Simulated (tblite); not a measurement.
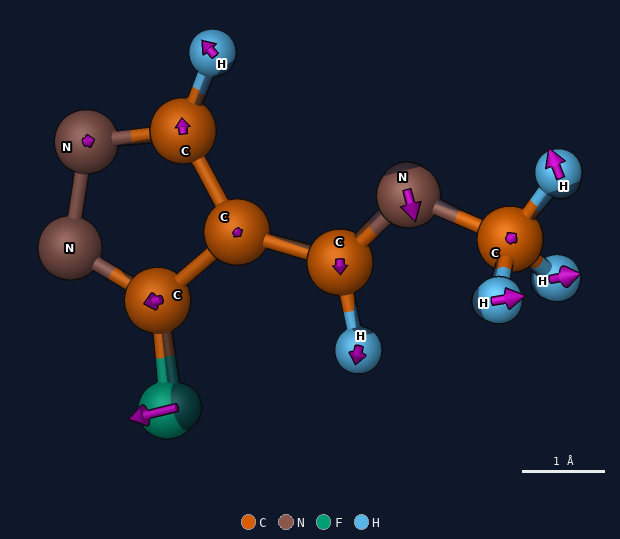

This is a relaxation of C5H5FN3 (charge −1). The starting structure is drawn faded, the final one solid; purple arrows show the displacements, magnified 5 times. The two geometries are superimposed by the best rigid fit.

A ball-and-stick model, seen from a free direction.

All numbers below come from tblite, GFN2-xTB geometry optimisation, gas phase. 

### Atoms of which element are displaced furthest, and by how much?

Fluorine: up to 0.14 Å, against 0.09 Å for hydrogen.

### What happened in the run?

The F atom moves most after the best rigid fit: 0.14 Å. By element the largest moves are F 0.14 Å, H 0.09 Å, N 0.09 Å, C 0.05 Å. Some distances before and after: C–C 1.355 → 1.414 Å, C–N 1.476 → 1.438 Å, C–N 1.344 → 1.310 Å, C–H 1.090 → 1.075 Å. Bond angles that change, for instance: C–N–C 112.0° → 117.8°, C–N–N 106.1° → 109.0°, H–C–H 109.9° → 107.3°. Over 37 geometry steps the energy falls by 26.6 kJ/mol.
